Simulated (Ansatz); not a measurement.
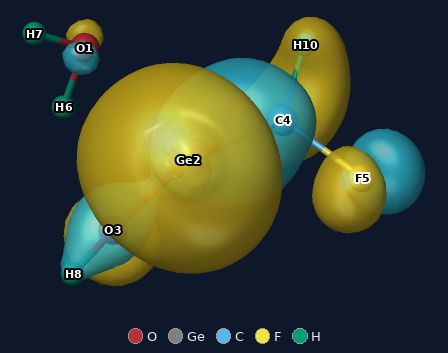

CH$_{5}$FGeO$_{2}$. One frontier orbital at ±0.1 Å⁻³ᐟ² (yellow and cyan are the two phases), seen at a tilt.

Theory: Ansatz, RKS BLYP/def2-SVP.

The calculation's input:

```
crystal:
  periodic: [false, false, false]
  atoms:
    - { symbol: O, position_ang: [0.1842, 1.5558, 1.1221] }
    - { symbol: Ge, position_ang: [0.2618, -0.0895, 0.5294] }
    - { symbol: O, position_ang: [-1.1156, -1.0527, 1.1842] }
    - { symbol: C, position_ang: [0.2557, -0.1024, -1.4158] }
    - { symbol: F, position_ang: [0.2905, -1.4227, -1.8777] }
    - { symbol: H, position_ang: [-0.7535, 1.92, 0.7956] }
    - { symbol: H, position_ang: [1.05799, 1.61944, 1.58312] }
    - { symbol: H, position_ang: [-0.9179, -0.9951, 2.1726] }
    - { symbol: H, position_ang: [-0.782, 0.3318, -1.7037] }
    - { symbol: H, position_ang: [1.0177, 0.4915, -1.8025] }
basis:
  gaussian: { orbitals: def2-SVP }
hamiltonian:
  xc: blyp
relax:
  f_tol: 0.02
  max_steps: 50
output:
  orbitals: {}
```

Launched as:

```sh
ansatz run input.yaml --threads 2 --pin off --max-ram 3072MiB --backend cpu --events-out ev --progress --plain --runs-dir out
```

The fields are those of the relaxed geometry.

Which orbital is it: HOMO or LUMO?

The HOMO, at −4.87 eV. It lies mainly on Ge2 (about 50 %), C4 (about 25 %), F5 (about 10 %) and O3 (about 10 %).
